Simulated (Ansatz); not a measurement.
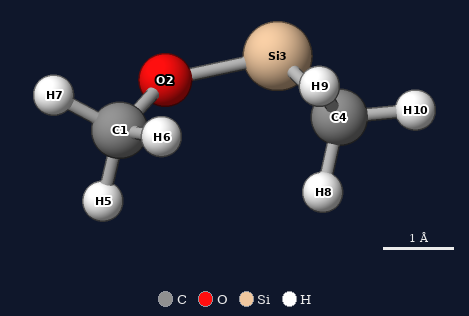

Fig. 1: The input geometry (ball-and-stick view, seen at a tilt; atoms are numbered from 1 in the order of the input).

Run report: C2H6OSi, geometry relaxation

- system: C2H6OSi, SMILES CO[Si]C
- method: RKS PBE0-D4/def2-TZVP (Ansatz 0.2.0)

The geometry: PBE-D4/def2-SVP start. Figures and captions count atoms from 1; the log counts them from 0 in places.

### Output
```
Functional definition: PBE0
  name "PBE0"
  cite "Adamo & Barone, J. Chem. Phys. 110, 6158 (1999) doi:10.1063/1.478522"
  cite "Perdew, Burke & Ernzerhof, Phys. Rev. Lett. 77, 3865 (1996) doi:10.1103/PhysRevLett.77.3865"
  parent pbe
  parameter a = 0.25
  parameter kappa = 0.804
  parameter beta = 0.06672455060314922
  exchange = (1 - a)*pbe_x(kappa = kappa, mu = beta*pi^2/3) + a*exact_x
  correlation = pbe_c(beta = beta)
1043 factors; their error is unknown
mean field evaluation 1: about -12079.8504 eV, gradient 6.9e1 eV
mean field evaluation 2: about -12062.8520 eV, gradient 1.1e2 eV
mean field evaluation 4: about -12089.7522 eV, gradient 6.0e0 eV
mean field evaluation 8: about -12089.8339 eV, gradient 5.6e-2 eV
mean field evaluation 16: about -12089.8613 eV, gradient 6.7e-5 eV
mean field -12089.86132412 eV, -444.2942088589 hartree, gradient 6.7e-5 eV, S^2 0.000000; 0 other end points of the search recorded, 0 dependent functions left out
the calculation of the forces begins
reference -12089.86135428 eV, -444.2942099676 hartree; 20, 20 occupied and 146, 146 virtual orbitals, 1043 factors
relax step   1: F+E_penalty+E_count = -12090.01841407 eV  Δ(F+E_penalty+E_count) = +0.000e0 eV  max|allowed force component| = 9.031e-1 eV/Å  Δτ_max = 0.0000 Å  (27 SCF iters, accepted)
these checks for a lower state are left out or cut short: starts, cluster_reference, orbital_swaps, neighbouring_geometries, increment
1043 factors; their error is unknown
mean field -12089.91161891 eV, -444.2960571586 hartree, gradient 2.0e-5 eV, S^2 0.000000; 0 other end points of the search recorded, 0 dependent functions left out
[... from here on the field's lines of each further geometry are left out, up to the last ...]
relax step   2: F+E_penalty+E_count = -12090.06980133 eV  Δ(F+E_penalty+E_count) = -5.139e-2 eV  max|allowed force component| = 4.773e-1 eV/Å  Δτ_max = 0.0376 Å  (32 SCF iters, accepted)
relax step   3: F+E_penalty+E_count = -12090.08166453 eV  Δ(F+E_penalty+E_count) = -1.186e-2 eV  max|allowed force component| = 6.226e-2 eV/Å  Δτ_max = 0.0179 Å  (32 SCF iters, accepted)
relax step   4: F+E_penalty+E_count = -12090.08196359 eV  Δ(F+E_penalty+E_count) = -2.991e-4 eV  max|allowed force component| = 4.474e-2 eV/Å  Δτ_max = 0.0203 Å  (32 SCF iters, accepted)
relax step   5: F+E_penalty+E_count = -12090.08209980 eV  Δ(F+E_penalty+E_count) = -1.362e-4 eV  max|allowed force component| = 1.490e-2 eV/Å  Δτ_max = 0.0102 Å  (32 SCF iters, accepted)
relax step   6: F+E_penalty+E_count = -12090.08226592 eV  Δ(F+E_penalty+E_count) = -1.661e-4 eV  max|allowed force component| = 2.109e-2 eV/Å  Δτ_max = 0.0252 Å  (31 SCF iters, accepted)
relax step   7: F+E_penalty+E_count = -12090.08255558 eV  Δ(F+E_penalty+E_count) = -2.897e-4 eV  max|allowed force component| = 5.463e-2 eV/Å  Δτ_max = 0.0520 Å  (30 SCF iters, accepted)
relax step   8: F+E_penalty+E_count = -12090.08276748 eV  Δ(F+E_penalty+E_count) = -2.119e-4 eV  max|allowed force component| = 6.790e-2 eV/Å  Δτ_max = 0.0317 Å  (32 SCF iters, accepted)
relax step   9: F+E_penalty+E_count = -12090.08299388 eV  Δ(F+E_penalty+E_count) = -2.264e-4 eV  max|allowed force component| = 5.368e-2 eV/Å  Δτ_max = 0.0232 Å  (32 SCF iters, accepted)
relax step  10: F+E_penalty+E_count = -12090.08325613 eV  Δ(F+E_penalty+E_count) = -2.623e-4 eV  max|allowed force component| = 3.873e-2 eV/Å  Δτ_max = 0.0394 Å  (31 SCF iters, accepted)
relax step  11: F+E_penalty+E_count = -12090.08337866 eV  Δ(F+E_penalty+E_count) = -1.225e-4 eV  max|allowed force component| = 6.483e-2 eV/Å  Δτ_max = 0.0479 Å  (30 SCF iters, accepted)
relax step  12: F+E_penalty+E_count = -12090.08349298 eV  Δ(F+E_penalty+E_count) = -1.143e-4 eV  max|allowed force component| = 4.546e-2 eV/Å  Δτ_max = 0.0072 Å  (32 SCF iters, accepted)
relax step  13: F+E_penalty+E_count = -12090.08361175 eV  Δ(F+E_penalty+E_count) = -1.188e-4 eV  max|allowed force component| = 1.244e-2 eV/Å  Δτ_max = 0.0058 Å  (33 SCF iters, accepted)
relax step  14: F+E_penalty+E_count = -12090.08364991 eV  Δ(F+E_penalty+E_count) = -3.816e-5 eV  max|allowed force component| = 1.624e-2 eV/Å  Δτ_max = 0.0101 Å  (32 SCF iters, accepted)
relax step  15: F+E_penalty+E_count = -12090.08372296 eV  Δ(F+E_penalty+E_count) = -7.305e-5 eV  max|allowed force component| = 1.389e-2 eV/Å  Δτ_max = 0.0252 Å  (31 SCF iters, accepted)
relax step  16: F+E_penalty+E_count = -12090.08367566 eV  Δ(F+E_penalty+E_count) = +4.730e-5 eV  max|allowed force component| = 5.469e-2 eV/Å  Δτ_max = 0.0526 Å  (30 SCF iters, rejected (line search))
relax step  17: F+E_penalty+E_count = -12090.08377532 eV  Δ(F+E_penalty+E_count) = -5.236e-5 eV  max|allowed force component| = 1.186e-2 eV/Å  Δτ_max = 0.0256 Å  (31 SCF iters, accepted)
relax step  18: F+E_penalty+E_count = -12090.08379101 eV  Δ(F+E_penalty+E_count) = -1.570e-5 eV  max|allowed force component| = 1.455e-2 eV/Å  Δτ_max = 0.0199 Å  (31 SCF iters, accepted)
relax step  19: F+E_penalty+E_count = -12090.08380103 eV  Δ(F+E_penalty+E_count) = -1.002e-5 eV  max|allowed force component| = 1.160e-2 eV/Å  Δτ_max = 0.0068 Å  (32 SCF iters, accepted)
the calculation of the forces begins
reference -12089.92577296 eV, -444.2965773102 hartree; 20, 20 occupied and 146, 146 virtual orbitals, 1043 factors
relax step  20: F+E_penalty+E_count = -12090.08381019 eV  Δ(F+E_penalty+E_count) = -9.162e-6 eV  max|allowed force component| = 2.036e-3 eV/Å  Δτ_max = 0.0070 Å  (33 SCF iters, accepted)
1043 factors; their error is unknown
mean field evaluation 160: about -12088.8016 eV, gradient 2.4e1 eV
```

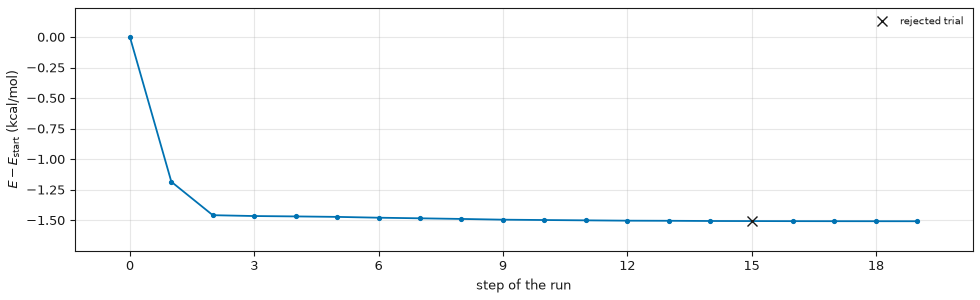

Fig. 2: Progress of the relaxation, step by step (the first geometry is step 0 here and step 1 in the log).

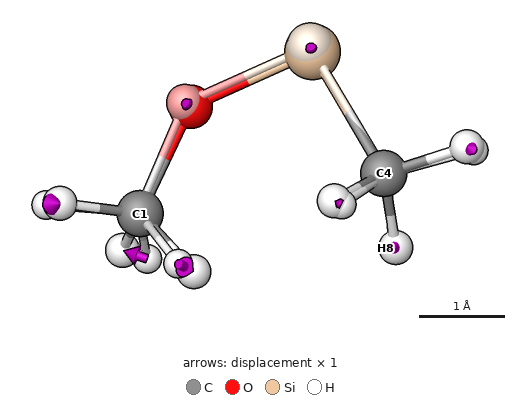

Fig. 3: Start (faint) and end (solid) with the displacements as pink arrows, at true length (ball-and-stick view, seen at a tilt). The two geometries are laid on each other by the best rigid fit. The energy falls by 1.51 kcal/mol in 19 geometry steps. The largest force component goes from 0.9 to 0.002 eV/Å. The line search rejected the trial step at point 15 (counted from 0) and went back. The largest move after the best rigid fit is that of H6, 0.34 Å. Largest moves by element: H 0.34 Å, O 0.12 Å, Si 0.11 Å, C 0.06 Å. Among the contacts that change: O2–Si3 1.689 → 1.646 Å, Si3–C4 1.933 → 1.908 Å, C1–H5 1.112 → 1.093 Å, C4–H8 1.113 → 1.097 Å. (Atoms are counted from 1 in the order of the input.)

```
mean field -12089.92574326 eV, -444.2965762189 hartree, gradient 1.9e-5 eV, S^2 0.000000; 1 other end points of the search recorded, 0 dependent functions left out
the calculation of the forces begins
reference -12089.92577296 eV, -444.2965773102 hartree; 20, 20 occupied and 146, 146 virtual orbitals, 1043 factors
Total energy: -12090.08383989 eV, -444.3023861628 hartree
Atom 0 at    -0.453829     1.262722    -0.782506 Å, force     0.000940     0.001936    -0.000295 eV/Å
Atom 1 at     0.892924     1.066726    -0.423503 Å, force    -0.002036    -0.000122    -0.001489 eV/Å
Atom 2 at     1.695129    -0.124415     0.380430 Å, force    -0.001453     0.000011    -0.000384 eV/Å
Atom 3 at     0.308438    -1.365034     0.803308 Å, force     0.000101     0.000955     0.000179 eV/Å
Atom 4 at    -0.527210     1.344835    -1.869842 Å, force     0.001226    -0.000718     0.001923 eV/Å
Atom 5 at    -1.097236     0.445711    -0.445329 Å, force     0.000482    -0.000350    -0.000024 eV/Å
Atom 6 at    -0.809578     2.197605    -0.342366 Å, force     0.000102    -0.000822    -0.000076 eV/Å
Atom 7 at    -0.184370    -1.751168    -0.097221 Å, force     0.000326     0.000171     0.000246 eV/Å
Atom 8 at    -0.467580    -0.912372     1.432492 Å, force     0.000094    -0.000046    -0.000276 eV/Å
Atom 9 at     0.726312    -2.215810     1.347437 Å, force     0.000217    -0.001015     0.000196 eV/Å
Dipole moment:    -0.470644    -0.081951    -0.042865 e Å
```

This output came from the following input.

### The input
```yaml
crystal:
  periodic: [false, false, false]
  atoms:
    - {symbol: C, position_ang: [-0.459668, 1.289981, -0.751635]}
    - {symbol: O, position_ang: [0.882938, 1.144690, -0.329954]}
    - {symbol: Si, position_ang: [1.711885, -0.082453, 0.482734]}
    - {symbol: C, position_ang: [0.326882, -1.402349, 0.759841]}
    - {symbol: H, position_ang: [-0.553244, 1.035994, -1.830183]}
    - {symbol: H, position_ang: [-1.166557, 0.647709, -0.182493]}
    - {symbol: H, position_ang: [-0.765959, 2.350064, -0.626916]}
    - {symbol: H, position_ang: [-0.159057, -1.719452, -0.189626]}
    - {symbol: H, position_ang: [-0.480861, -1.010692, 1.420739]}
    - {symbol: H, position_ang: [0.746640, -2.304692, 1.250393]}
basis:
  gaussian: {orbitals: def2-TZVP}
hamiltonian: {xc: pbe0, dispersion: d4}
relax: {f_tol: 0.005, max_steps: 150}
```

### Key numbers

- outcome: converged
- total energy: −12090.0838 eV
- mean-field energy: −12089.9258 eV
- dispersion energy: −0.1581 eV
- SCF solution under orbital rotations: stable
- largest force (length of the vector) at the end: 0.003 eV/Å
- dipole moment: 2.30 D
- hardware: 2 CPU threads, shared host
- wall time: 61 s (CPU time 1.9 min)
- peak memory: 0.38 GiB
